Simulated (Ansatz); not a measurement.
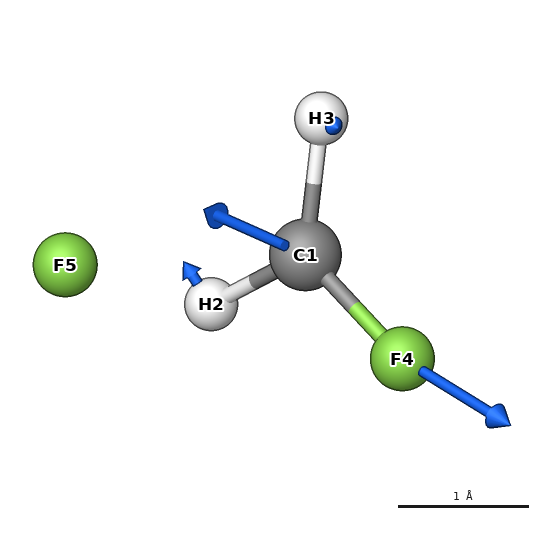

Arrows show the forces on the atoms, 5 Å of arrow for 1 eV/Å; forces under a tenth of the largest aren't drawn. Charge +1, doublet. Level of theory: UHF/def2-SVP (Ansatz).

Question: Along which bond is the force strongest?

Answer: C1–F4, now 1.209 Å: the forces push its atoms apart, so a first step downhill lengthens it.

List the force components in the frame of the picture (x right, y up, z towards the viewer), in eV/Å.

| atom | Fx | Fy | Fz |
| --- | --- | --- | --- |
| C1 | −0.13 | 0.06 | −0.15 |
| H2 | −0.02 | 0.04 | 0.00 |
| H3 | 0.01 | −0.01 | 0.03 |
| F4 | 0.14 | −0.08 | 0.12 |
| F5 | 0.00 | 0.00 | 0.00 |
